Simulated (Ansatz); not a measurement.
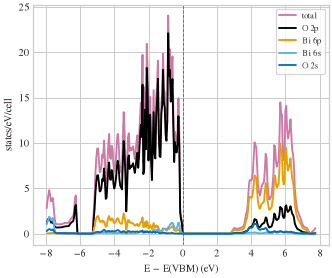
Figure. Total and projected density of states of SiBi₂O₅ in space group Cmcm (No. 63; Pearson symbol oS32), plane-wave PAW PBE (Ansatz code)

Which orbitals carry the states next to the gap?

Top 1 eV of the valence band: O 2p 88 %, Bi 6s 6 %. Bottom 1 eV of the conduction band: Bi 6p 67 %, O 2p 13 %, O 2s 10 %. Projections are on Löwdin-orthogonalised atomic valence shells; empty p or d shells of many metals are not among them.

Where is the tallest occupied peak in this window, and what makes it?

Near -0.9 eV, about 24 states/eV per cell; the largest projected share is O 2p.

The start of the workflow was typed in or built on a structure type; neither database checked (COD, Materials Project) lists it. Whether it is the stable phase at ambient conditions was not checked. Symmetry was held in the PBE relaxation; its stability against distortions is not shown here. Spin–orbit coupling is left out wherever it is not named.

Potentials: the earlier of the program's two PAW sets.
